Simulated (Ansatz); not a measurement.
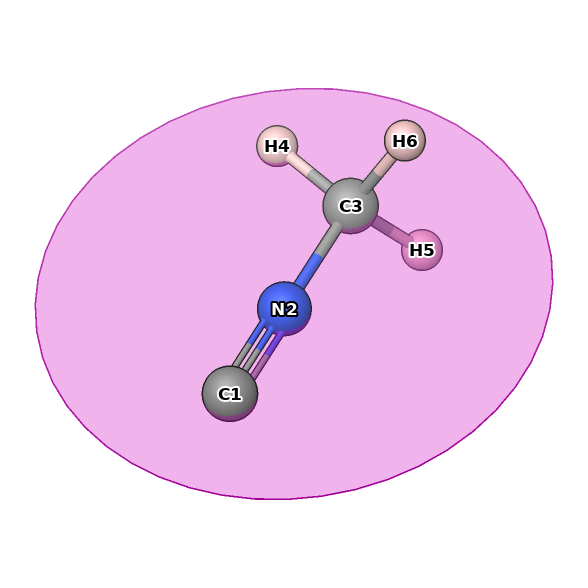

A disc through the centre of mass is drawn in. Atoms fade into the background with distance from the viewer. The geometry was computed by an optimisation with PBE0-D4/def2-TZVP.

Is the plane of the disc a mirror plane of the structure?

Yes. The reflection leaves C1, N2, C3, H4 in place and moves H5 ↔ H6. The point group is C3v.
